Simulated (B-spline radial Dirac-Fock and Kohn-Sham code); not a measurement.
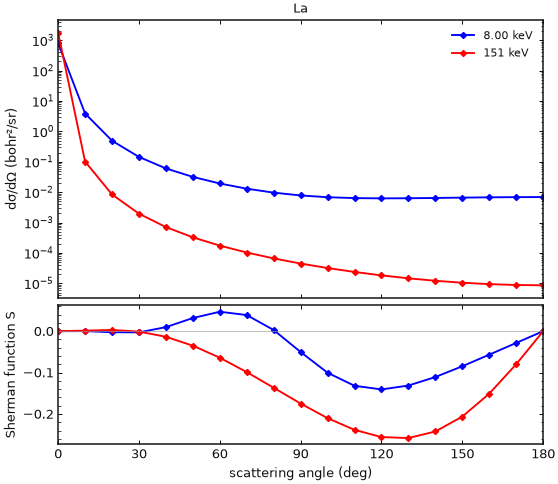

Fig. 1. Differential cross section for elastic electron scattering and the Sherman function against angle at 8.00 keV and 151 keV, computed at the marked angles. System: atomic La. Method: Dirac partial waves in the static Dirac–Fock field with Furness–McCarthy exchange, no polarisation or absorption (computed with a radial B-spline solver).

Summarise the result.

At 8.00 keV the cross section is 804 bohr²/sr at 0°, 0.0078 at 90° and 0.0069 at 180°, without a marked minimum on this grid; among the marked angles the Sherman function is largest in size at 120° (−0.14); the integral is 4.45 bohr². At 151 keV the cross section is 1780 bohr²/sr at 0°, 4.5 × 10⁻⁵ at 90° and 8.6 × 10⁻⁶ at 180°, without a marked minimum on this grid; among the marked angles the Sherman function is largest in size at 130° (−0.26); the integral is 0.620 bohr².
